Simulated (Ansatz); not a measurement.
# CH5BF2Si: ladder of methods at one geometry, by script

A script is to give a ladder of methods at one geometry; the system is CH5BF2Si. SMILES: C[SiH2]B(F)F.

Computed with Ansatz 0.2.0 through its Python package. The levels of theory stand in the script.

**1. The structure**

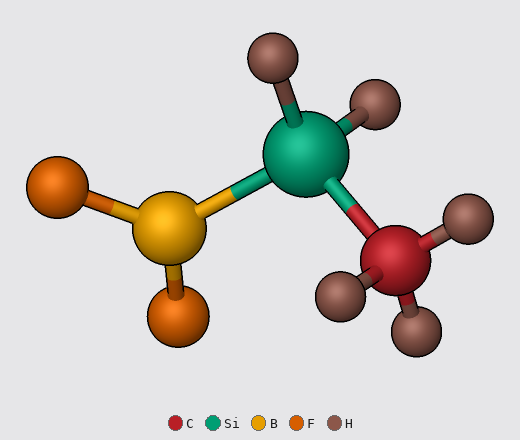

The structure that the script starts from, seen from a chosen angle (carbon red, silicon teal, boron amber, fluorine orange, hydrogen brown).

No structure file is read: the coordinates are typed or built in the script.

**2. The script**

The input, ch5bf2si_methods.py:

```python
"""One geometry of CH5BF2Si, method by method."""

from pathlib import Path

import ansatz as az
import numpy as np

ch5bf2si = (
    az.Crystal.molecule()
    .atom("C", (-1.0708, -0.8573, 0.4894))
    .atom("Si", (0.5033, 0.0994, 0.5343))
    .atom("B", (0.8272, 0.9068, -1.2087))
    .atom("F", (1.0391, 0.0822, -2.3729))
    .atom("F", (1.0099, 2.33, -1.3272))
    .atom("H", (-1.0701, -1.5911, -0.2963))
    .atom("H", (-1.9077, -0.1005, 0.2315))
    .atom("H", (-1.2807, -1.2541, 1.4608))
    .atom("H", (0.4445, 1.1716, 1.602))
    .atom("H", (1.5885, -0.8382, 0.8901))
)

base = ch5bf2si.calculation().basis(gaussian="cc-pVDZ")

print("functional    E (Ha)        dipole (D)   HOMO (eV)  LUMO (eV)")
for name in ["pbe0", "lc_wpbe", "lda", "hf", "cam_b3lyp"]:
    rep = base.functional(name).forces().orbitals().run(runs_dir="runs").report
    lines = Path(rep["orbitals_path"]).read_text().splitlines()
    field_of = lambda key: [line.split("=")[1].strip() for line in lines if line.startswith(key)]
    orbitals = [(27.211386 * float(e), s, float(n)) for e, s, n in zip(field_of("Ene="), field_of("Spin="), field_of("Occup="))]
    homo = max(e for e, _, n in orbitals if n > 0.5)
    lumo = min(e for e, _, n in orbitals if n < 0.5)
    dipole = 4.803205 * np.linalg.norm(rep["charge_distribution"]["dipole_moment_e_ang"])
    print(f"{name:10s} {rep['free_energy_ev'] / 27.211386246:14.6f} {dipole:9.3f} {homo:11.3f} {lumo:10.3f}")
```

**3. What the engine is handed**

The package turns the script's settings into the engine's input (first run):

```yaml
crystal:
  periodic: [false, false, false]
  atoms:
    - { symbol: C, position_ang: [-1.0708, -0.8573, 0.4894] }
    - { symbol: Si, position_ang: [0.5033, 0.0994, 0.5343] }
    - { symbol: B, position_ang: [0.8272, 0.9068, -1.2087] }
    - { symbol: F, position_ang: [1.0391, 0.0822, -2.3729] }
    - { symbol: F, position_ang: [1.0099, 2.33, -1.3272] }
    - { symbol: H, position_ang: [-1.0701, -1.5911, -0.2963] }
    - { symbol: H, position_ang: [-1.9077, -0.1005, 0.2315] }
    - { symbol: H, position_ang: [-1.2807, -1.2541, 1.4608] }
    - { symbol: H, position_ang: [0.4445, 1.1716, 1.602] }
    - { symbol: H, position_ang: [1.5885, -0.8382, 0.8901] }
basis:
  gaussian:
    orbitals: cc-pVDZ
hamiltonian:
  xc: pbe0
output:
  orbitals: {}
  forces: true
```

**4. The run**

On the command line:

```
python ch5bf2si_methods.py
```

What it wrote:

```text
functional    E (Ha)        dipole (D)   HOMO (eV)  LUMO (eV)
pbe0          -554.841024     1.947      -9.054     -1.616
lc_wpbe       -554.991631     1.853     -11.769      0.802
lda           -552.115326     1.861      -7.641     -2.712
hf            -553.371427     2.196     -12.553      1.938
cam_b3lyp     -555.151235     1.898     -10.437     -0.411
```

It took 15 s on 1 thread of Arm Neoverse V2, shared host; peak memory 0.28 GiB.

**5. Inputs of later runs**

The engine's inputs for some of the other runs:

Run 2, against run 1:

```diff
@@ -18 +18 @@
-  xc: pbe0
+  xc: lc_wpbe
```

Run 3, against run 1:

```diff
@@ -18 +18 @@
-  xc: pbe0
+  xc: lda
```

Run 4, against run 1:

```diff
@@ -18 +18 @@
-  xc: pbe0
+  xc: hf
```

**6. Run by run**

The 5 runs, in the order started:

```
run  functional  energy (eV)  SCF cycles  CPU time (s)
  1        pbe0  -15097.9934          18           3.9
  2     lc_wpbe  -15102.0916          18           3.4
  3         lda  -15023.8234          17           1.6
  4          hf  -15058.0036          14           1.5
  5   cam_b3lyp  -15106.4347          16           4.1
```

Totals under unlike functionals or potentials can't be compared directly.

The fields below are those of run 1.

**7. The molecule's orbitals and density**

Orbitals, density, ELF and potential are computed afterwards from the orbital file.

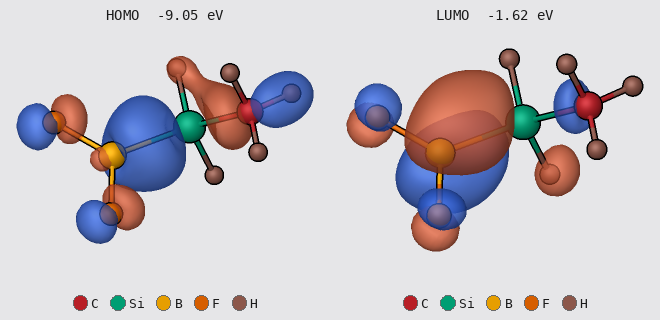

Frontier orbitals at PBE0/cc-pVDZ; each surface holds 70 % of the orbital's density, blue and red mark the sign.

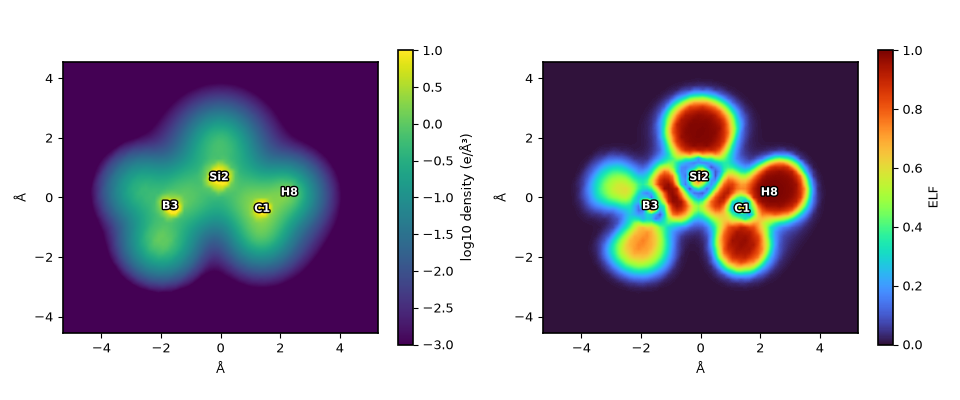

Density (left) and ELF (right) in a plane through or near 4 of the atoms.

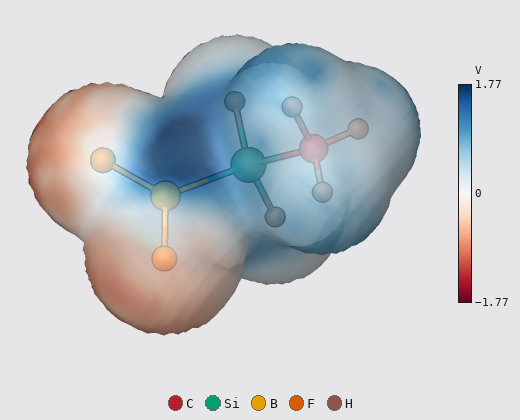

The potential that a unit positive charge feels on the 0.002 e/bohr³ surface, from -0.81 V near F5 to 1.77 V near B3.

**8. What came out**

| quantity | value |
| --- | --- |
| runs compared | 5 |
| HOMO-LUMO gap of the mean field (PBE0/cc-pVDZ) | 7.44 eV |

In words: All 5 runs converged (14 to 18 cycles). Notes:
- The geometry is a force-field or estimated start, not a minimum of this method, and the basis set is short of its limit. A lower total doesn't mark the better method: functionals have no common bound, and MP2 and coupled cluster aren't variational.
- Levels such as HOMO and LUMO are orbital energies: with these approximate functionals they aren't the ionisation energy and electron affinity, and their gap isn't the fundamental gap.
- For Al to Cl the sets with a tight d function, cc-pV(X+d)Z, are usual.
